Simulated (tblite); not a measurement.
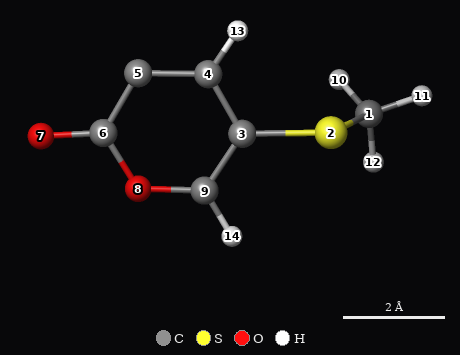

This is the input geometry for a relaxation of C₆H₅O₂S (multiplicity 2). Style: ball-and-stick. Shown at a tilt.

These are results of GFN2-xTB geometry optimisation, gas phase (tblite 0.8.0), not measurements.

```xyz
14

C     2.7421    0.0859   -0.2227
S     1.5236   -0.5260    0.9430
C    -0.1521   -0.2564    0.4630
C    -0.7665    0.9288    0.8470
C    -2.0918    1.1727    0.4951
C    -2.7710    0.2169   -0.2805
O    -3.9478    0.3680   -0.6518
O    -2.1375   -0.8984   -0.6343
C    -0.8883   -1.1503   -0.2930
H     2.4248    0.9863   -0.7802
H     3.7456    0.2374    0.2344
H     2.9067   -0.7102   -0.9950
H    -0.1978    1.6051    1.4463
H    -0.3907   -2.0602   -0.5936
```

Where does the relaxation end?

Answer. The atom that moves furthest after the best rigid fit is H12 (1.05 Å). By element the largest moves are H 1.05 Å, C 0.43 Å, S 0.38 Å, O 0.22 Å. Among the contacts that change: C6–O8 1.331 → 1.414 Å, C4–C5 1.393 → 1.324 Å, C3–C4 1.389 → 1.449 Å, C6–O7 1.243 → 1.195 Å. Bond angles that change, for instance: C1–S2–C3 114.6° → 99.5°, O8–C9–H14 121.7° → 112.9°, C5–C6–O7 122.6° → 130.8°. Groups turn about S2–C3 by about 30°, C1–S2 by about 30°. After 103 geometry steps the energy has fallen by 72.4 kJ/mol. The run took 0.61 s on 1 thread of Arm Neoverse V2, on a shared host.

The structure at the end:

```xyz
14

C     2.5648    0.2383   -0.1469
S     1.5881   -0.8999    0.8879
C    -0.0328   -0.4266    0.3901
C    -0.5227    0.9241    0.5750
C    -1.7694    1.1874    0.2162
C    -2.7048    0.2659   -0.3475
O    -3.8304    0.4233   -0.7161
O    -2.1562   -1.0332   -0.4581
C    -0.9079   -1.3220   -0.1207
H     2.4012    1.2628    0.1723
H     3.6046   -0.0336   -0.0002
H     2.2860    0.1084   -1.1875
H     0.1314    1.6632    1.0109
H    -0.6526   -2.3584   -0.2976
```

The end point in the same view:

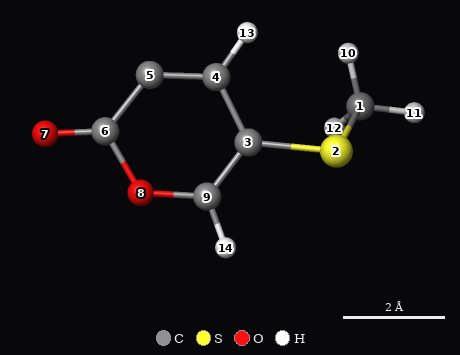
